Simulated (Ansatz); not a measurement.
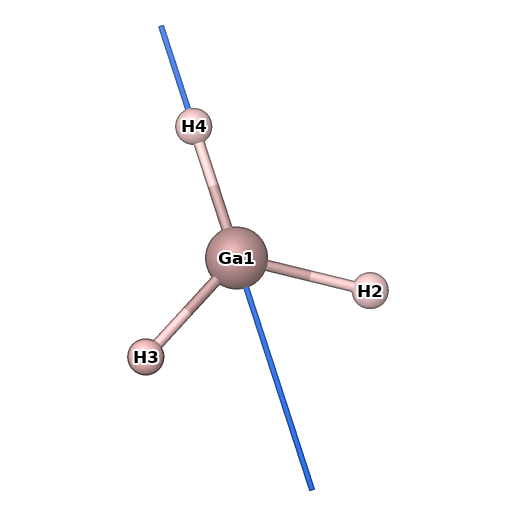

A line through the centre of mass is drawn in. Atoms fade into the background with distance from the viewer. Computed geometry: PBE0-D4/def2-TZVP optimisation.

### Is the line a proper rotation axis of the structure, and of what order?

Yes, a C2 axis. A turn by 180° leaves Ga1, H4 in place and moves H2 ↔ H3. The point group is D3h.
